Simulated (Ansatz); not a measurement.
# W$_{8}$SiC$_{8}$: geometry relaxation (part 1 of 3)

System: W$_{8}$SiC$_{8}$ (slab, 17 atoms in the cell).
Method: DFT PBE, scalar-relativistic, plane waves, PAW, PAW set soft_1, no spin polarisation (Ansatz 0.2.0).

The structure derives from an entry of the Crystallography Open Database. The input holds or restrains some coordinates. Forces given for the steps count only the free coordinates. It belongs to a series of runs on one base structure; here: end point A relaxed. Figures and captions count atoms from 1; the log counts them from 0 in places.

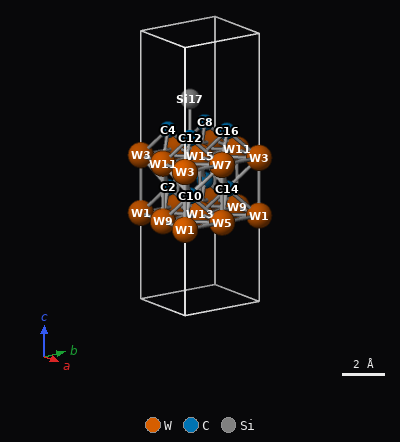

The input geometry (ball-and-stick view of the cell of the calculation, with the vacuum cut short, seen slightly off an axis; atoms are numbered from 1 in the order of the input). An atom can appear more than once, as a periodic image.

### Input
```yaml
crystal:
  lattice:
    - [5.79758, 0.0, 0.0]
    - [-2.89879, 5.020852, 0.0]
    - [0.0, 0.0, 17.25328]
  atoms:
    - { symbol: W, position: [0.0, 0.0, 0.05796] }
    - { symbol: C, position: [0.3333333, 0.1666667, 0.1401334] }
    - { symbol: W, position: [0.0, 0.0, 0.2223067] }
    - { symbol: C, position: [0.3333333, 0.1666667, 0.3044801] }
    - { symbol: W, position: [0.0, 0.5, 0.05796] }
    - { symbol: C, position: [0.3333333, 0.6666667, 0.1401334] }
    - { symbol: W, position: [0.0, 0.5, 0.2223067] }
    - { symbol: C, position: [0.3333333, 0.6666667, 0.3044801] }
    - { symbol: W, position: [0.5, 0.0, 0.05796] }
    - { symbol: C, position: [0.8333333, 0.1666667, 0.1401334] }
    - { symbol: W, position: [0.5, 0.0, 0.2223067] }
    - { symbol: C, position: [0.8333333, 0.1666667, 0.3044801] }
    - { symbol: W, position: [0.5, 0.5, 0.05796] }
    - { symbol: C, position: [0.8333333, 0.6666667, 0.1401334] }
    - { symbol: W, position: [0.5, 0.5, 0.2223067] }
    - { symbol: C, position: [0.8333333, 0.6666667, 0.3044801] }
    - { symbol: Si, position: [0.8274929, 0.1714083, 0.4151837] }
basis:
  ecutwfc: 420.0
kpoints:
  mp_grid: { grid: [3, 3, 1] }
hamiltonian:
  xc: pbe
  pseudopotentials: { kind: paw, azcp: { folder: soft_1 } }
scf:
  occupations: { method: gaussian, width: 0.05 }
  lower_state_search: "off"
relax:
  f_tol: 0.03
  max_steps: 60
  adjacent_minimum: "off"
  constraints: [{ sites: [0, 4, 8, 12] }]
output:
  write_density: true
  write_potential: true
  elf: true
  volumetric_format: npy
```

Launched with:
```bash
ansatz run input.yaml --threads 4 --pin off --max-ram 10240MiB --backend cpu --events-out ev --progress --plain --runs-dir out
```

### Log
```
Engine: ansatz 0.2.0, aarch64-unknown-linux-gnu
Pseudopotentials: kind: paw
Pseudopotential: W, paw, valence charge 14, recommended cutoff 420 eV (normal), [file]
Pseudopotential: C, paw, valence charge 4, recommended cutoff 420 eV (normal), [file]
Pseudopotential: Si, paw, valence charge 4, recommended cutoff 420 eV (normal), [file]
Functional definition: PBE
  parameter kappa = 0.804
  parameter beta = 0.06672455060314922
  exchange = pbe_x(kappa = kappa, mu = beta*pi^2/3)
  correlation = pbe_c(beta = beta)
Crystal: 17 atoms, lattice volume = 502.222 Å³
Basis set: ecut = 420 eV, 9837 PW (Γ), exchange–correlation on 80×80×240 points (8 copies of the dense FFT grid, shifted against one another)
Bands: 91, of which v1, the nominal top of the filled ones, is band 74 counted from 1 (73 counted from 0)
Symmetry: 1 space group operations
Space group: P1 (ITA 1), of the structure as read, at distance tolerance 7.9e-5 Å
k-points: 5 of 9 (time reversal used)
Non-local potential: W, projectors of the file, l = 0: 3, l = 1: 2, l = 2: 2, l = 3: 1
Non-local potential: C, projectors of the file, l = 0: 2, l = 1: 2, l = 2: 1
Non-local potential: Si, projectors of the file, l = 0: 2, l = 1: 2, l = 2: 1
PAW form: soft (Blöchl's): semilocal exchange-correlation on the pseudo side does not see the compensation charge
PAW one-centre angular grid: W, 590 points (default); XC on 64 Gauss nodes
PAW one-centre angular grid: C, 110 points (default); XC on 64 Gauss nodes
PAW one-centre angular grid: Si, 110 points (default); XC on 64 Gauss nodes
Initial density: superposition of atomic densities (neutral atoms: chi_scale 0, normalization atom)
Initial wavefunctions: pseudopotential atomic-orbital guess
Functional: x = pbe(κ = 0.804, μ = 0.2195149727645171), c = pbe(β = 0.06672455060314922)
SCF iter   1: F=—  HF=-85728.215911 eV  |F-HF|=—  |Δ(HF+E_count)|=         —  Δρ=8.95e-2  dr2=1.84e2  ethr=3.10e-3  ⟨swp⟩=8.0  Hψ=2167  notcnv=0  defer=20
preconditioner: auto → LDOS  [insulator: Δε(μ)=0.089 eV  Ē_g=7.599 eV  σ=0.050 eV  W_gap=0.64  n_scr=96 (ndim 8)  ℏωp=15.2 eV  f_vac=0.486  D(μ)=14.50/eV (n_scr^D=96)  ε∞_Penn≈5.0  β→1.0]
SCF iter   2: F=—  HF=-85743.692865 eV  |F-HF|=—  |Δ(HF+E_count)|=    1.55e1  Δρ=1.30e-1  dr2=2.14e2  ethr=3.10e-3  ⟨swp⟩=5.6  Hψ=1425  notcnv=0  defer=35
SCF iter   3: F=—  HF=-85716.934761 eV  |F-HF|=—  |Δ(HF+E_count)|=    2.68e1  Δρ=5.34e-2  dr2=2.98e1  ethr=3.10e-3  ⟨swp⟩=4.6  Hψ=1189  notcnv=0  defer=46
SCF iter   4: F=—  HF=-85712.717461 eV  |F-HF|=—  |Δ(HF+E_count)|=    4.22e0  Δρ=9.98e-3  dr2=3.31e0  ethr=3.10e-3  ⟨swp⟩=3.2  Hψ=970  notcnv=0  defer=49
SCF iter   5: F=—  HF=-85712.616155 eV  |F-HF|=—  |Δ(HF+E_count)|=   1.01e-1  Δρ=6.31e-3  dr2=1.45e0  ethr=2.23e-3  ⟨swp⟩=2.0  Hψ=545  notcnv=0  defer=49
SCF iter   6: F=—  HF=-85712.530447 eV  |F-HF|=—  |Δ(HF+E_count)|=   8.57e-2  Δρ=4.17e-3  dr2=6.31e-1  ethr=9.77e-4  ⟨swp⟩=3.8  Hψ=520  notcnv=0  defer=49
SCF iter   7: F=—  HF=-85712.480258 eV  |F-HF|=—  |Δ(HF+E_count)|=   5.02e-2  Δρ=3.19e-3  dr2=2.36e-1  ethr=4.26e-4  ⟨swp⟩=2.8  Hψ=557  notcnv=0  defer=51
SCF iter   8: F=—  HF=-85712.449944 eV  |F-HF|=—  |Δ(HF+E_count)|=   3.03e-2  Δρ=2.34e-3  dr2=8.97e-2  ethr=1.59e-4  ⟨swp⟩=3.0  Hψ=639  notcnv=0  defer=52
SCF iter   9: F=—  HF=-85712.443217 eV  |F-HF|=—  |Δ(HF+E_count)|=   6.73e-3  Δρ=1.30e-3  dr2=4.20e-2  ethr=6.06e-5  ⟨swp⟩=2.2  Hψ=550  notcnv=0  defer=52
SCF iter  10: F=—  HF=-85712.441060 eV  |F-HF|=—  |Δ(HF+E_count)|=   2.16e-3  Δρ=5.19e-4  dr2=3.26e-3  ethr=2.84e-5  ⟨swp⟩=2.0  Hψ=566  notcnv=0  defer=52
SCF iter  11: F=—  HF=-85712.440920 eV  |F-HF|=—  |Δ(HF+E_count)|=   1.40e-4  Δρ=2.42e-4  dr2=4.90e-4  ethr=2.20e-6  ⟨swp⟩=2.6  Hψ=685  notcnv=0  defer=50
SCF iter  12: F=—  HF=-85712.440934 eV  |F-HF|=—  |Δ(HF+E_count)|=   1.41e-5  Δρ=1.09e-4  dr2=1.44e-4  ethr=3.31e-7  ⟨swp⟩=2.0  Hψ=615  notcnv=0  defer=50
SCF iter  13: F=—  HF=-85712.440930 eV  |F-HF|=—  |Δ(HF+E_count)|=   4.56e-6  Δρ=6.05e-5  dr2=4.07e-5  ethr=9.75e-8  ⟨swp⟩=2.0  Hψ=569  notcnv=0  defer=50
SCF iter  14: F=-85712.440924 eV  HF=-85712.440930 eV  |F-HF|=5.72e-6  |Δ(HF+E_count)|=   7.08e-8  Δρ=2.97e-5  dr2=8.12e-6  ethr=1.52e-8  ⟨swp⟩=13.4  Hψ=3927  notcnv=0
SCF 1 converged in 14 iterations: F = -85712.440924 eV  dr2 = 8.12e-6
  greatest PAW one-centre occupation: 0.999 electrons in one spin orbital (limit 2), on the W atom at site 2 (counted from 0), in its partial waves of l = 0
relax step   1: F+E_penalty+E_count = -85712.44092409 eV  Δ(F+E_penalty+E_count) = +0.000e0 eV  max|allowed force component| = 4.783e0 eV/Å  Δτ_max = 0.0000 Å  (14 SCF iters, dr2 threshold 2.25e-5 eV, accepted)
Initial density: handed on by an earlier stage of this run
Initial wavefunctions: those handed on with the density
iter 1 solved again at ethr=1.16e-3 eV; its pass at ethr=3.10e-3 eV (dr2=1.72e0 eV) is discarded
SCF iter   1: F=—  HF=-85715.688492 eV  |F-HF|=—  |Δ(HF+E_count)|=         —  Δρ=1.58e-2  dr2=1.75e0  ethr=1.16e-3  ⟨swp⟩=1.4  Hψ=1742  notcnv=0  defer=32
preconditioner: auto → LDOS  [insulator: Δε(μ)=0.231 eV  Ē_g=6.672 eV  σ=0.050 eV  W_gap=0.57  n_scr=96 (ndim 8)  ℏωp=15.2 eV  f_vac=0.507  D(μ)=13.46/eV (n_scr^D=84)  ε∞_Penn≈6.2  β→1.0]
SCF iter   2: F=—  HF=-85715.459141 eV  |F-HF|=—  |Δ(HF+E_count)|=   2.29e-1  Δρ=1.17e-2  dr2=9.98e-1  ethr=1.16e-3  ⟨swp⟩=3.2  Hψ=768  notcnv=0  defer=32
SCF iter   3: F=—  HF=-85715.272219 eV  |F-HF|=—  |Δ(HF+E_count)|=   1.87e-1  Δρ=3.56e-3  dr2=1.48e-1  ethr=6.74e-4  ⟨swp⟩=2.2  Hψ=752  notcnv=0  defer=53
SCF iter   4: F=—  HF=-85715.255711 eV  |F-HF|=—  |Δ(HF+E_count)|=   1.65e-2  Δρ=2.12e-3  dr2=4.46e-2  ethr=1.00e-4  ⟨swp⟩=2.0  Hψ=640  notcnv=0  defer=53
SCF iter   5: F=—  HF=-85715.251722 eV  |F-HF|=—  |Δ(HF+E_count)|=   3.99e-3  Δρ=1.28e-3  dr2=1.65e-2  ethr=3.02e-5  ⟨swp⟩=2.0  Hψ=652  notcnv=0  defer=53
SCF iter   6: F=—  HF=-85715.251178 eV  |F-HF|=—  |Δ(HF+E_count)|=   5.44e-4  Δρ=8.51e-4  dr2=8.13e-3  ethr=1.11e-5  ⟨swp⟩=2.0  Hψ=485  notcnv=0  defer=53
SCF iter   7: F=—  HF=-85715.250175 eV  |F-HF|=—  |Δ(HF+E_count)|=   1.00e-3  Δρ=4.80e-4  dr2=2.82e-3  ethr=5.49e-6  ⟨swp⟩=2.0  Hψ=531  notcnv=0  defer=53
SCF iter   8: F=—  HF=-85715.249845 eV  |F-HF|=—  |Δ(HF+E_count)|=   3.29e-4  Δρ=2.29e-4  dr2=6.64e-4  ethr=1.91e-6  ⟨swp⟩=2.0  Hψ=599  notcnv=0  defer=53
SCF iter   9: F=—  HF=-85715.249815 eV  |F-HF|=—  |Δ(HF+E_count)|=   3.06e-5  Δρ=1.31e-4  dr2=2.49e-4  ethr=4.49e-7  ⟨swp⟩=2.6  Hψ=587  notcnv=0  defer=53
SCF iter  10: F=-85715.249759 eV  HF=-85715.249814 eV  |F-HF|=5.50e-5  |Δ(HF+E_count)|=   9.98e-7  Δρ=6.69e-5  dr2=7.28e-5  ethr=6.76e-8  ⟨swp⟩=12.2  Hψ=4309  notcnv=0
SCF 2 converged in 10 iterations: F = -85715.249759 eV  dr2 = 7.28e-5
[...]
relax step   2: F+E_penalty+E_count = -85715.24975884 eV  Δ(F+E_penalty+E_count) = -2.809e0 eV  max|allowed force component| = 2.010e0 eV/Å  Δτ_max = 0.1947 Å  (10 SCF iters, dr2 threshold 1.00e-4 eV, accepted)
preconditioner: auto → LDOS  [metal: Δε(μ)=0.024 eV  Ē_g=6.811 eV  σ=0.050 eV  W_gap=0.26  n_scr=96 (ndim 8)  ℏωp=15.2 eV  f_vac=0.516  D(μ)=13.01/eV (n_scr^D=64)  β→1.0]
relax step   3: F+E_penalty+E_count = -85715.55486406 eV  Δ(F+E_penalty+E_count) = -3.051e-1 eV  max|allowed force component| = 7.961e-1 eV/Å  Δτ_max = 0.1948 Å  (9 SCF iters, dr2 threshold 1.00e-4 eV, accepted)
preconditioner: auto → LDOS  [insulator: Δε(μ)=0.052 eV  Ē_g=6.808 eV  σ=0.050 eV  W_gap=0.52  n_scr=96 (ndim 8)  ℏωp=15.2 eV  f_vac=0.516  D(μ)=10.30/eV (n_scr^D=64)  ε∞_Penn≈6.0  β→1.0]
relax step   4: F+E_penalty+E_count = -85715.67225487 eV  Δ(F+E_penalty+E_count) = -1.174e-1 eV  max|allowed force component| = 5.752e-1 eV/Å  Δτ_max = 0.1947 Å  (8 SCF iters, dr2 threshold 9.95e-5 eV, accepted)
preconditioner: auto → LDOS  [insulator: Δε(μ)=0.055 eV  Ē_g=6.827 eV  σ=0.050 eV  W_gap=0.55  n_scr=96 (ndim 8)  ℏωp=15.2 eV  f_vac=0.518  D(μ)=9.75/eV (n_scr^D=52)  ε∞_Penn≈5.9  β→1.0]
relax step   5: F+E_penalty+E_count = -85715.86024918 eV  Δ(F+E_penalty+E_count) = -1.880e-1 eV  max|allowed force component| = 8.571e-1 eV/Å  Δτ_max = 0.1979 Å  (7 SCF iters, dr2 threshold 5.19e-5 eV, accepted)
preconditioner: auto → LDOS  [metal: Δε(μ)=0.048 eV  Ē_g=6.861 eV  σ=0.050 eV  W_gap=0.49  n_scr=96 (ndim 8)  ℏωp=15.2 eV  f_vac=0.520  D(μ)=10.36/eV (n_scr^D=64)  β→1.0]
relax step   6: F+E_penalty+E_count = -85716.13212454 eV  Δ(F+E_penalty+E_count) = -2.719e-1 eV  max|allowed force component| = 1.113e0 eV/Å  Δτ_max = 0.1950 Å  (7 SCF iters, dr2 threshold 1.00e-4 eV, accepted)
preconditioner: auto → LDOS  [metal: Δε(μ)=0.042 eV  Ē_g=6.896 eV  σ=0.050 eV  W_gap=0.44  n_scr=96 (ndim 8)  ℏωp=15.2 eV  f_vac=0.523  D(μ)=10.86/eV (n_scr^D=64)  β→1.0]
relax step   7: F+E_penalty+E_count = -85716.49326355 eV  Δ(F+E_penalty+E_count) = -3.611e-1 eV  max|allowed force component| = 1.337e0 eV/Å  Δτ_max = 0.1950 Å  (7 SCF iters, dr2 threshold 1.00e-4 eV, accepted)
preconditioner: auto → LDOS  [metal: Δε(μ)=0.032 eV  Ē_g=6.961 eV  σ=0.050 eV  W_gap=0.34  n_scr=96 (ndim 8)  ℏωp=15.2 eV  f_vac=0.526  D(μ)=14.87/eV (n_scr^D=108)  β→1.0]
relax step   8: F+E_penalty+E_count = -85716.89560479 eV  Δ(F+E_penalty+E_count) = -4.023e-1 eV  max|allowed force component| = 1.459e0 eV/Å  Δτ_max = 0.1960 Å  (8 SCF iters, dr2 threshold 1.00e-4 eV, accepted)
preconditioner: auto → LDOS  [metal: Δε(μ)=0.027 eV  Ē_g=7.029 eV  σ=0.050 eV  W_gap=0.29  n_scr=96 (ndim 8)  ℏωp=15.2 eV  f_vac=0.529  D(μ)=18.23/eV (n_scr^D=152)  β→1.0]
relax step   9: F+E_penalty+E_count = -85717.34971116 eV  Δ(F+E_penalty+E_count) = -4.541e-1 eV  max|allowed force component| = 1.518e0 eV/Å  Δτ_max = 0.1966 Å  (8 SCF iters, dr2 threshold 1.00e-4 eV, accepted)
preconditioner: auto → LDOS  [metal: Δε(μ)=0.009 eV  Ē_g=7.080 eV  σ=0.050 eV  W_gap=0.10  n_scr=96 (ndim 8)  ℏωp=15.2 eV  f_vac=0.532  D(μ)=16.29/eV (n_scr^D=108)  β→1.0]
relax step  10: F+E_penalty+E_count = -85717.80225640 eV  Δ(F+E_penalty+E_count) = -4.525e-1 eV  max|allowed force component| = 1.202e0 eV/Å  Δτ_max = 0.1949 Å  (7 SCF iters, dr2 threshold 1.00e-4 eV, accepted)
preconditioner: auto → LDOS  [metal: Δε(μ)=0.048 eV  Ē_g=7.118 eV  σ=0.050 eV  W_gap=0.46  n_scr=96 (ndim 8)  ℏωp=15.2 eV  f_vac=0.535  D(μ)=11.73/eV (n_scr^D=64)  β→1.0]
relax step  11: F+E_penalty+E_count = -85718.17989203 eV  Δ(F+E_penalty+E_count) = -3.776e-1 eV  max|allowed force component| = 6.251e-1 eV/Å  Δτ_max = 0.1960 Å  (7 SCF iters, dr2 threshold 1.00e-4 eV, accepted)
preconditioner: auto → LDOS  [metal: Δε(μ)=0.029 eV  Ē_g=7.141 eV  σ=0.050 eV  W_gap=0.31  n_scr=96 (ndim 8)  ℏωp=15.2 eV  f_vac=0.538  D(μ)=14.96/eV (n_scr^D=108)  β→1.0]
relax step  12: F+E_penalty+E_count = -85718.27220516 eV  Δ(F+E_penalty+E_count) = -9.231e-2 eV  max|allowed force component| = 3.793e-1 eV/Å  Δτ_max = 0.1944 Å  (7 SCF iters, dr2 threshold 1.00e-4 eV, accepted)
preconditioner: auto → LDOS  [insulator: Δε(μ)=0.213 eV  Ē_g=7.118 eV  σ=0.050 eV  W_gap=0.51  n_scr=96 (ndim 8)  ℏωp=15.2 eV  f_vac=0.537  D(μ)=17.02/eV (n_scr^D=120)  ε∞_Penn≈5.6  β→1.0]
relax step  13: F+E_penalty+E_count = -85718.29292615 eV  Δ(F+E_penalty+E_count) = -2.072e-2 eV  max|allowed force component| = 5.438e-2 eV/Å  Δτ_max = 0.0414 Å  (6 SCF iters, dr2 threshold 3.89e-5 eV, accepted)
preconditioner: auto → LDOS  [metal: Δε(μ)=0.002 eV  Ē_g=7.109 eV  σ=0.050 eV  W_gap=0.03  n_scr=96 (ndim 8)  ℏωp=15.2 eV  f_vac=0.537  D(μ)=16.87/eV (n_scr^D=120)  β→1.0]
relax step  14: F+E_penalty+E_count = -85718.29342261 eV  Δ(F+E_penalty+E_count) = -4.965e-4 eV  max|allowed force component| = 2.080e-2 eV/Å  Δτ_max = 0.0063 Å  (8 SCF iters, accepted)
```

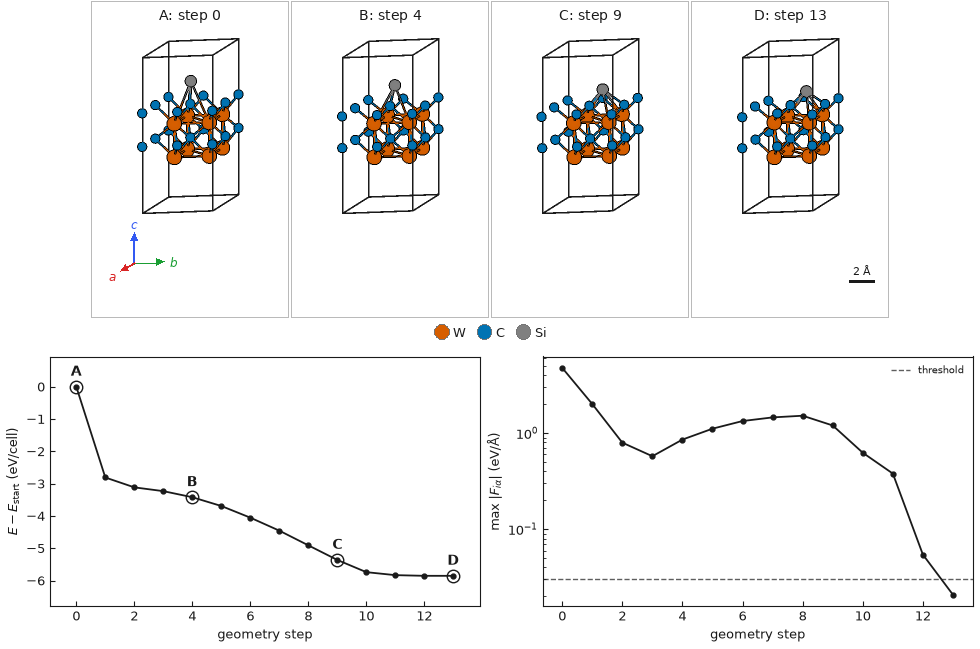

Frames of the restrained relaxation (ball-and-stick view of the cell of the calculation, with the vacuum cut short (origin shifted), seen slightly off an axis) above the curves, on which the letters mark them (the first geometry is step 0 here and step 1 in the log).

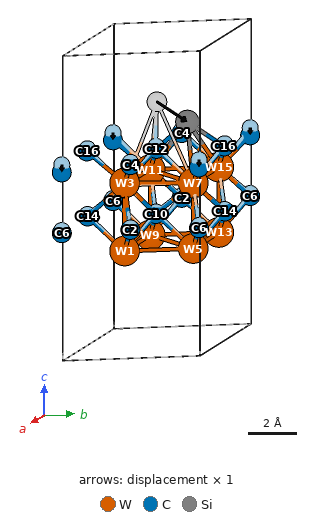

Start (faint) and end (solid) with the displacements as black arrows, at true length (ball-and-stick view of the cell of the calculation, with the vacuum cut short (origin shifted), seen slightly off an axis). Over 13 geometry steps the energy falls by 5.852 eV per cell of the calculation. Largest force component: 4.8 eV/Å at the start, 0.021 eV/Å at the end. The largest move is that of Si17, 1.97 Å. By element the largest moves are Si 1.97 Å, C 0.33 Å, W 0.10 Å. The lattice vectors keep their values. Distances before and after: W15–Si17 4.682 → 2.778 Å, C16–Si17 3.435 → 1.885 Å, C4–Si17 3.432 → 1.884 Å, W7–Si17 3.715 → 2.776 Å. New bonds form: C16–Si17 (3.43 → 1.89 Å), C4–Si17 (3.43 → 1.88 Å), W11–Si17 (3.71 → 2.77 Å), W15–Si17 (4.68 → 2.78 Å). Among the angles that change: W7–C12–Si17 129.5° → 87.6°, W11–C12–Si17 129.4° → 87.6°, W3–C12–Si17 131.9° → 173.3°. (Atoms are counted from 1 in the order of the input.)
